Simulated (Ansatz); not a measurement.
# C2H3ClGaN (SMILES [CH3][Ga]([Cl])[C]#N) at 6 levels

We compute a comparison of 6 runs (HF/STO-3G, HF/def2-SVP, B3LYP/6-31G*, MRCISD+Q(6,6)/LANL2DZ, CCSD(T)/6-31G*, CCSD(T)/def2-SVP) of C2H3ClGaN. 

The calculation is run with Ansatz 0.2.0.

3 further runs of the same task are left out: 1 for a known fault of the program, 2 that didn't finish.

## Step 1: The structure to begin with

C2H3ClGaN: 8 atoms, total charge 0, spin state singlet. As SMILES, `[CH3][Ga]([Cl])[C]#N`. The coordinates come from a PBE0-D4/def2-TZVP relaxation.

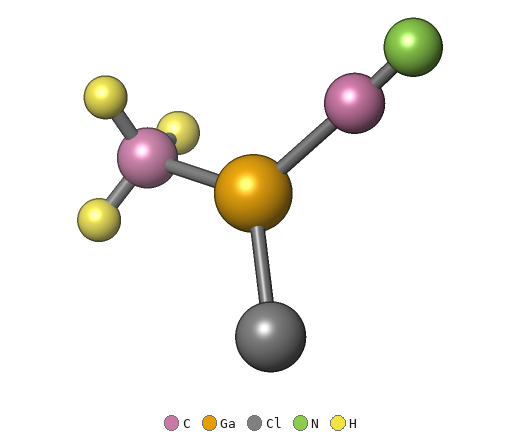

The structure, seen from a chosen angle (carbon pink, gallium amber, chlorine grey, nitrogen green, hydrogen yellow).

## Step 2: Energy and forces at HF/STO-3G (run 1)

Input file job.yaml:

```yaml
crystal:
  periodic: [false, false, false]
  atoms:
    - symbol: C
      position_ang: [-1.266000, -0.405600, 0.227000]
    - symbol: Ga
      position_ang: [0.610600, 0.071400, 0.321500]
    - symbol: Cl
      position_ang: [1.764500, -0.066900, 2.108400]
    - symbol: C
      position_ang: [1.644900, 0.722800, -1.187800]
    - symbol: "N"
      position_ang: [2.218900, 1.105800, -2.111500]
    - symbol: H
      position_ang: [-1.632900, -0.727300, 1.200300]
    - symbol: H
      position_ang: [-1.402200, -1.211000, -0.497800]
    - symbol: H
      position_ang: [-1.845800, 0.453700, -0.116100]
basis:
  gaussian: {orbitals: STO-3G}
hamiltonian: {xc: hf}
accuracy: high
output: {forces: true, orbitals: {seedname: orbitals}}
```

Started as:

```
$ ansatz run job.yaml --threads 1 --pin off --max-ram 2610MiB --events-out events.jsonl --progress --plain --runs-dir runs
```

Output:

```text
Warning: RAYON_NUM_THREADS=1 ignored (pool sized by the plan → 1); use --threads N
Functional definition: HF
  name "HF"
  exchange = exact_x
  correlation = 0
815 factors; integrals over basis functions are off by at most 6.2e-9 eV
mean field evaluation 1: about -67639.3297 eV, gradient 3.3e1 eV
mean field evaluation 2: about -67639.4106 eV, gradient 3.3e1 eV
mean field evaluation 4: about -67643.1382 eV, gradient 2.8e0 eV
mean field evaluation 8: about -67643.1928 eV, gradient 5.2e-2 eV
mean field -67643.19110697 eV, -2485.8414229793 hartree, gradient 1.0e-8 eV, S^2 0.000000; 0 other end points of the search recorded, 0 dependent functions left out
the calculation of the forces begins
reference -67643.19110697 eV, -2485.8414229793 hartree; 35, 35 occupied and 10, 10 virtual orbitals, 815 factors
Total energy: -67643.19110697 eV, -2485.8414229793 hartree
Atom 0 at    -1.266000    -0.405600     0.227000 Å, force     2.104771     0.527162     0.114028 eV/Å
Atom 1 at     0.610600     0.071400     0.321500 Å, force     0.405390     0.442012    -1.349311 eV/Å
Atom 2 at     1.764500    -0.066900     2.108400 Å, force    -0.812412     0.095363    -1.249924 eV/Å
Atom 3 at     1.644900     0.722800    -1.187800 Å, force    -1.992962    -1.285885     3.031470 eV/Å
Atom 4 at     2.218900     1.105800    -2.111500 Å, force     0.450185     0.284595    -0.661140 eV/Å
Atom 5 at    -1.632900    -0.727300     1.200300 Å, force    -0.130262     0.066780    -0.432253 eV/Å
Atom 6 at    -1.402200    -1.211000    -0.497800 Å, force    -0.101807     0.274659     0.350810 eV/Å
Atom 7 at    -1.845800     0.453700    -0.116100 Å, force     0.077097    -0.404686     0.196319 eV/Å
Dipole moment:    -0.695633    -0.207519     0.088512 e Å
```

It took 1.6 s on 1 thread of Arm Neoverse V2, shared host.

## Step 3: Energy and gradient at HF/def2-SVP (run 2)

Input file run.yaml:

```yaml
crystal:
  periodic: [false, false, false]
  atoms:
    - {symbol: C, position_ang: [-1.266000, -0.405600, 0.227000]}
    - {symbol: Ga, position_ang: [0.610600, 0.071400, 0.321500]}
    - {symbol: Cl, position_ang: [1.764500, -0.066900, 2.108400]}
    - {symbol: C, position_ang: [1.644900, 0.722800, -1.187800]}
    - {symbol: "N", position_ang: [2.218900, 1.105800, -2.111500]}
    - {symbol: H, position_ang: [-1.632900, -0.727300, 1.200300]}
    - {symbol: H, position_ang: [-1.402200, -1.211000, -0.497800]}
    - {symbol: H, position_ang: [-1.845800, 0.453700, -0.116100]}
basis:
  gaussian:
    orbitals: def2-SVP
hamiltonian:
  xc: hf
accuracy: high
output: {forces: true, orbitals: {seedname: orbitals}}
```

Started as:

```
$ ansatz run run.yaml --threads 1 --pin off --max-ram 2610MiB --events-out events.jsonl --progress --plain --runs-dir runs
```

Output, cut to the lines that bear on the results:

```text
Warning: RAYON_NUM_THREADS=1 ignored (pool sized by the plan → 1); use --threads N
Functional definition: HF
  name "HF"
[...]
2282 factors; integrals over basis functions are off by at most 9.7e-9 eV
[...]
mean field -68416.45338849 eV, -2514.2582876894 hartree, gradient 1.6e-8 eV, S^2 0.000000; 0 other end points of the search recorded, 0 dependent functions left out
[...]
reference -68416.45338849 eV, -2514.2582876894 hartree; 35, 35 occupied and 72, 72 virtual orbitals, 2282 factors
Total energy: -68416.45338849 eV, -2514.2582876894 hartree
Atom 0 at    -1.266000    -0.405600     0.227000 Å, force    -0.161141    -0.027551    -0.066840 eV/Å
Atom 1 at     0.610600     0.071400     0.321500 Å, force    -0.024390    -0.026253     0.079519 eV/Å
Atom 2 at     1.764500    -0.066900     2.108400 Å, force     0.192406    -0.032062     0.334133 eV/Å
Atom 3 at     1.644900     0.722800    -1.187800 Å, force     1.234001     0.847829    -2.084122 eV/Å
Atom 4 at     2.218900     1.105800    -2.111500 Å, force    -1.047090    -0.706375     1.715966 eV/Å
Atom 5 at    -1.632900    -0.727300     1.200300 Å, force    -0.065083    -0.012599    -0.018876 eV/Å
Atom 6 at    -1.402200    -1.211000    -0.497800 Å, force    -0.066601    -0.010800     0.022446 eV/Å
Atom 7 at    -1.845800     0.453700    -0.116100 Å, force    -0.062101    -0.032189     0.017773 eV/Å
Dipole moment:    -0.768392    -0.272440     0.271579 e Å
```

Wall time 7.2 s (1 thread of Arm Neoverse V2, shared host).

Run 3 isn't shown in full; the table further down has it.

## Step 4: A single-point energy at MRCISD+Q(6,6)/LANL2DZ (density fitting with def2-universal-jkfit, core potential) (run 4)

Input file run.yaml:

```yaml
crystal:
  periodic: [false, false, false]
  atoms:
    - {symbol: C, position_ang: [-1.266000, -0.405600, 0.227000]}
    - {symbol: Ga, position_ang: [0.610600, 0.071400, 0.321500]}
    - {symbol: Cl, position_ang: [1.764500, -0.066900, 2.108400]}
    - {symbol: C, position_ang: [1.644900, 0.722800, -1.187800]}
    - {symbol: N, position_ang: [2.218900, 1.105800, -2.111500]}
    - {symbol: H, position_ang: [-1.632900, -0.727300, 1.200300]}
    - {symbol: H, position_ang: [-1.402200, -1.211000, -0.497800]}
    - {symbol: H, position_ang: [-1.845800, 0.453700, -0.116100]}
basis:
  gaussian:
    orbitals: LANL2DZ.json
    fitting:
      mean_field: def2-universal-jkfit
correlation:
  method: fic_mrcisd_q
  active_space:
    window: {electrons: 6, orbitals: 6}
  electrons: all
output:
  orbitals: {seedname: orbitals}
```

The basis set LANL2DZ is read from a file made from the Basis Set Exchange's data (not shown).

Started as:

```
$ ansatz run run.yaml --threads 1 --pin off --max-ram 2610MiB --events-out events.jsonl --progress --plain --runs-dir runs
```

Output, cut to the lines that bear on the results:

```text
Warning: RAYON_NUM_THREADS=1 ignored (pool sized by the plan → 1); use --threads N
Functional definition: HF
  name "HF"
[...]
675 factors; integrals over basis functions are off by at most 4.5e-2 eV
[...]
mean field -4044.55583651 eV, -148.6346854932 hartree, gradient 1.7e-6 eV, S^2 0.000000; 0 other end points of the search recorded, 0 dependent functions left out
reference -4044.55583651 eV, -148.6346854932 hartree; 16, 16 occupied and 33, 33 virtual orbitals, 675 factors
state -4047.97388534 eV, -148.7602964709 hartree
contracted CI cycle   1: correlation 0.00000000 eV, 0.0000000000 hartree, residual 2.11e1 eV
contracted CI cycle   2: correlation -5.98294024 eV, -0.2198689985 hartree, residual 3.57e0 eV
contracted CI cycle   3: correlation -6.20858535 eV, -0.2281613032 hartree, residual 1.02e0 eV
contracted CI cycle   4: correlation -6.22572872 eV, -0.2287913106 hartree, residual 3.24e-1 eV
[...]
contracted CI cycle   1: correlation 0.00000000 eV, 0.0000000000 hartree, residual 2.26e1 eV
contracted CI cycle   2: correlation -6.53063448 eV, -0.2399963905 hartree, residual 3.77e0 eV
contracted CI cycle   3: correlation -6.76968130 eV, -0.2487811990 hartree, residual 9.60e-1 eV
contracted CI cycle   4: correlation -6.78532858 eV, -0.2493562261 hartree, residual 2.63e-1 eV
contracted CI cycle   5: correlation -6.78652263 eV, -0.2494001067 hartree, residual 9.30e-2 eV
contracted CI cycle   6: correlation -6.78667218 eV, -0.2494056025 hartree, residual 3.32e-2 eV
contracted CI cycle   7: correlation -6.78669060 eV, -0.2494062793 hartree, residual 1.17e-2 eV
contracted CI cycle   8: correlation -6.78669283 eV, -0.2494063612 hartree, residual 3.84e-3 eV
contracted CI cycle   9: correlation -6.78669306 eV, -0.2494063697 hartree, residual 1.21e-3 eV
state -4047.29761985 eV, -148.7354441727 hartree; corrected -4054.83796707 eV, -149.0125468218 hartree
state -4047.97388534 eV, -148.7602964709 hartree; corrected -4054.88075906 eV, -149.0141193987 hartree
Total energy: -4054.88075906 eV, -149.0141193987 hartree
```

Wall time 5.4 s (1 thread of Arm Neoverse V2, shared host).

Run 5 isn't shown in full; the table further down has it.

## Step 5: Energy and gradient at CCSD(T)/def2-SVP (run 6)

Input file in.yaml:

```yaml
crystal:
  periodic: [false, false, false]
  atoms:
    - {symbol: C, position_ang: [-1.266000, -0.405600, 0.227000]}
    - {symbol: Ga, position_ang: [0.610600, 0.071400, 0.321500]}
    - {symbol: Cl, position_ang: [1.764500, -0.066900, 2.108400]}
    - {symbol: C, position_ang: [1.644900, 0.722800, -1.187800]}
    - {symbol: N, position_ang: [2.218900, 1.105800, -2.111500]}
    - {symbol: H, position_ang: [-1.632900, -0.727300, 1.200300]}
    - {symbol: H, position_ang: [-1.402200, -1.211000, -0.497800]}
    - {symbol: H, position_ang: [-1.845800, 0.453700, -0.116100]}
basis:
  gaussian: {orbitals: def2-SVP}
accuracy: high
correlation: {method: ccsd_t, frozen_orbitals: {C: 1, Cl: 5, Ga: 9, H: 0, "N": 1}}
output: {forces: true, orbitals: {seedname: orbitals}}
scf: {omitted_lower_state_checks: [cluster_reference, increment]}
```

Started as:

```
$ ansatz run in.yaml --threads 1 --pin off --max-ram 2610MiB --events-out events.jsonl --progress --plain --runs-dir runs
```

Output, cut to the lines that bear on the results:

```text
Warning: RAYON_NUM_THREADS=1 ignored (pool sized by the plan → 1); use --threads N
Functional definition: HF
  name "HF"
[...]
2282 factors; integrals over basis functions are off by at most 9.7e-9 eV
[...]
mean field -68416.45338849 eV, -2514.2582876894 hartree, gradient 1.6e-8 eV, S^2 0.000000; 0 other end points of the search recorded, 0 dependent functions left out
17 core orbitals not correlated: weight in the atoms' cores, before any rotation towards them, 1.000 or more for the frozen orbitals, at most 0.000 for the correlated occupied ones
reference -68416.45338849 eV, -2514.2582876894 hartree; 18, 18 occupied and 72, 72 virtual orbitals, 2282 factors
second order -20.59761785 eV of doubles, -0.00000000 eV of singles
cycle   1  -20.39525422 eV  change    2.0e-1 eV  update   1.2e-1
[...]
cycle  21  -21.17918813 eV  change   7.1e-10 eV  update   1.1e-9
perturbative correction -0.74748442 eV, -0.0274695457 hartree
[...]
Total energy: -68438.38006104 eV, -2515.0640780432 hartree
Atom 0 at    -1.266000    -0.405600     0.227000 Å, force     0.244236     0.067391    -0.010490 eV/Å
Atom 1 at     0.610600     0.071400     0.321500 Å, force     0.087605     0.025603    -0.007951 eV/Å
Atom 2 at     1.764500    -0.066900     2.108400 Å, force     0.087758    -0.025988     0.197371 eV/Å
Atom 3 at     1.644900     0.722800    -1.187800 Å, force    -1.321382    -0.849291     1.995419 eV/Å
Atom 4 at     2.218900     1.105800    -2.111500 Å, force     1.367919     0.904216    -2.166990 eV/Å
Atom 5 at    -1.632900    -0.727300     1.200300 Å, force    -0.167970    -0.124385     0.347140 eV/Å
Atom 6 at    -1.402200    -1.211000    -0.497800 Å, force    -0.070970    -0.289686    -0.243923 eV/Å
Atom 7 at    -1.845800     0.453700    -0.116100 Å, force    -0.227197     0.292139    -0.110577 eV/Å
Dipole moment:    -0.686466    -0.254325     0.286125 e Å
Checks for a lower state left out: cluster_reference, increment
```

It took 3.7 min on 1 thread of Arm Neoverse V2, shared host; peak memory 1.2 GiB.

## Step 6: The series

```tsv
run	level	core potential	task	energy (Eh)	dipole moment (D)	HOMO energy (eV)	LUMO energy (eV)	wall time
1	HF/STO-3G	none	gradient	-2485.841423	3.51	-9.24	3.34	1.6 s
2	HF/def2-SVP	none	gradient	-2514.258288	4.13	-12.18	0.93	7.2 s
3	B3LYP/6-31G* (spherical functions)	none	gradient	-2517.637339	4.08	-8.67	-2.36	15 s
4	MRCISD+Q(6,6)/LANL2DZ (density fitting with def2-universal-jkfit, core potential)	LANL2DZ	energy	-149.014119	–	–	–	5.4 s
5	CCSD(T)/6-31G* (spherical functions)	none	gradient	-2515.256554	3.98	-12.21	0.80	2.5 min
6	CCSD(T)/def2-SVP	none	gradient	-2515.064078	3.78	-12.18	0.93	3.7 min
```

## Step 7: Summary of results

| quantity | value |
| --- | --- |
| run 6: total energy | -2515.06408 Eh |
| run 6: dipole moment (correlated density) | 3.78 D |
| run 6: HOMO energy (Hartree–Fock orbitals) | -12.18 eV |
| run 6: LUMO energy (Hartree–Fock orbitals) | 0.93 eV |
| run 6: HOMO–LUMO gap (Hartree–Fock orbitals) | 13.11 eV |
| run 6: correlation energy (17 core orbitals frozen) | -805.8 mEh |
| run 6: (T) correction | -27.47 mEh |
| run 6: T1 diagnostic | 0.012 |
| run 6: largest force on an atom | 2.717 eV/Å |

In words: Over runs 1, 2, 3, 5, 6 the dipole moment (its size) runs from 3.51 D (HF/STO-3G) to 4.13 D (HF/def2-SVP). Over runs 1, 2, 3 the HOMO–LUMO gap runs from 6.31 eV (B3LYP/6-31G*) to 13.11 eV (HF/def2-SVP). The two ends differ in method and basis. Some runs of one species differ in core potentials or relativity; totals across that change don't compare. In run 1 the basis is minimal, so the values are rough. All runs together took 6.7 min, the longest 3.7 min.
